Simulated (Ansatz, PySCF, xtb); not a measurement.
aminoborane (SMILES BN) and HF (SMILES F) are pulled apart as rigid monomers along the line of their centres of mass, from the B3LYP-D3(BJ)/def2-TZVP minimum. Starting geometry (charge 0, multiplicity 1):
```xyz
8

B      0.90642    -0.12577     0.06133
N     -0.14341     0.57943     0.66532
H      0.66260    -0.82367    -0.87059
H      1.99912    -0.02550     0.52061
H      0.01238     1.27652     1.37838
H     -1.06486     0.63324     0.25706
F     -0.98577    -1.36044     2.58738
H     -0.64610    -0.78263     1.92959
```

Interaction energies with rigid monomers; basis-set methods are counterpoise corrected unless marked otherwise.

Frozen-core correlation.

Programs: Ansatz (a quantum-chemistry and plane-wave program) with Gaussian orbitals; PySCF for the dispersion terms; xtb for the GFN methods. 

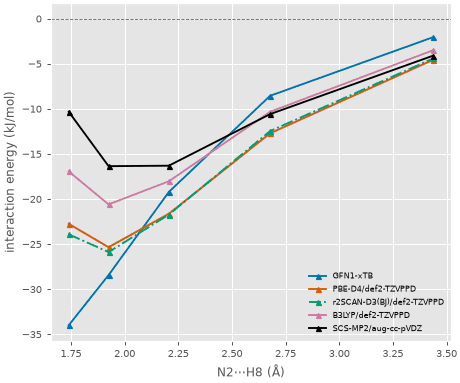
Interaction energy against separation

Q: Which level binds most strongly at N2···H8 = 1.93, and by how much?

A: GFN1-xTB, -28 kJ/mol.
